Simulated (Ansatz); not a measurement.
Cost and result by functional for the surface energy of the (001) surface of alpha cristobalite (a metastable polymorph) in its 1x1 cell (cut with top plane O, bottom plane O), outermost plane spacing 0.54 Å in the ideal cut, in Ansatz (plane waves, PAW). Single points on the PBE structure, on one kind of machine; costs are rough ratios of the slab run's core time (references not counted) to the cheapest single point. r2SCAN's cost holds its higher cutoff (500 against 420 eV). Differences are taken against HSE06 for comparison alone: no measured value is at hand, so the table doesn't rank accuracy. HSE06 ran on a coarser k-mesh, which lowers its cost and carries part of its shift.

Set-up: 21 atoms, O14Si7, 11.7 Å thick at the start; mesh 5x5x1; 0.025 eV smearing; dipole correction on; all atoms relaxed; start symmetry kept, larger cells not searched; no spin, no spin-orbit, no U. These notes are the PBE run's.

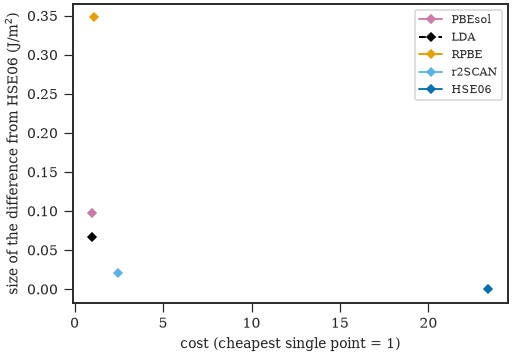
Fig. 1. Difference from HSE06 against cost

| functional | relative cost | surface energy (J/m²) | less HSE06 (J/m²) |
|---|---|---|---|
| PBEsol | 1 | 2.01 | -0.10 |
| LDA | 1 | 2.17 | 0.07 |
| RPBE | 1 | 1.76 | -0.35 |
| r2SCAN | 2 | 2.13 | 0.02 |
| HSE06 | 20 | 2.11 | 0.00 |
| PBE (the relaxed run's value) | – | 1.89 | -0.22 |

The values span 0.41 J/m², while the single points' costs differ by a factor of roughly 20. Differences are of unrounded values.

Ansatz is a first-principles code.
